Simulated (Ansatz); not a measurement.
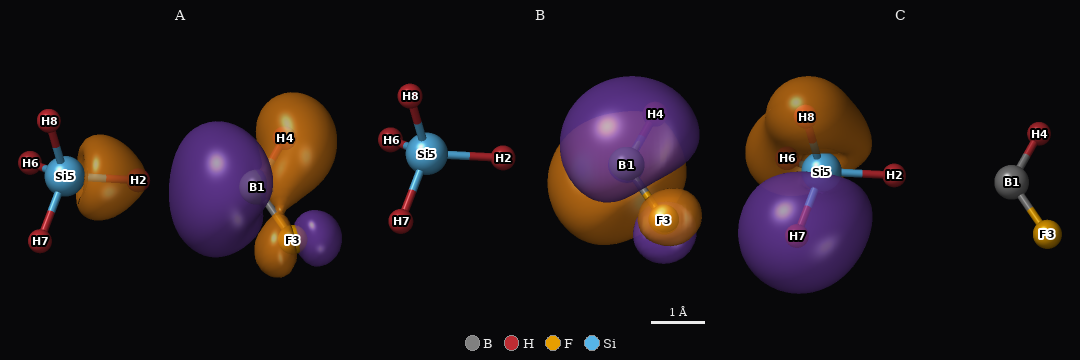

BFH···SiH4 (doublet). Three frontier orbitals at ±0.1 Å⁻³ᐟ² (orange and purple are the two phases), in no order.

Not at a stationary point (largest force 0.6 eV/Å).

Level of theory: UKS BLYP-D4/def2-SVP (Ansatz 0.2.0).

The calculation's input:

```
crystal:
  periodic: [false, false, false]
  atoms:
    - { symbol: B, position_ang: [0.0, 0.0, 0.0] }
    - { symbol: H, position_ang: [0.0, 0.0, 1.44] }
    - { symbol: F, position_ang: [1.1431, 0.0, -0.66] }
    - { symbol: H, position_ang: [-1.0305, 0.0, -0.595] }
    - { symbol: Si, position_ang: [0.0, 0.0, 3.2] }
    - { symbol: H, position_ang: [-0.7436, -1.1581, 3.6874] }
    - { symbol: H, position_ang: [1.3747, -0.0649, 3.6874] }
    - { symbol: H, position_ang: [-0.6311, 1.223, 3.6874] }
magnetization:
  spin_polarized: true
  initial_magnetization: 1
basis:
  gaussian: { orbitals: def2-SVP }
hamiltonian:
  xc: blyp
  dispersion: d4
relax:
  f_tol: 0.15
  max_steps: 25
  restrain:
    - { distance: [1, 4], at: 1.46, k: 30.0 }
    - { distance: [0, 1], at: 2.39, k: 30.0 }
output:
  orbitals: {}
```

Launched as:

```sh
ansatz run input.yaml --threads 2 --pin off --max-ram 3072MiB --backend cpu --events-out ev --progress --plain --runs-dir out
```

The fields are those of the run's last geometry, not of the input's.

**Which picture is the HOMO−1, the HOMO and the LUMO? All are α orbitals.**

C is the HOMO−1 (α) (−8.19 eV). It lies mainly on Si5 (about 45 %), H7 (about 35 %), H8 (about 10 %) and H6 (about 10 %). A is the HOMO (α) (−4.41 eV). By Hirshfeld shares it lies mainly on B1 (about 60 %), F3 (about 15 %), H4 (about 10 %) and Si5 (about 5 %). B is the LUMO (α) (−2.27 eV). Its weight (Hirshfeld) is mainly on B1 (about 75 %), F3 (about 15 %) and H4 (about 5 %).

**What is the gap between the highest occupied and lowest empty α orbitals?**

2.14 eV between the orbital energies.
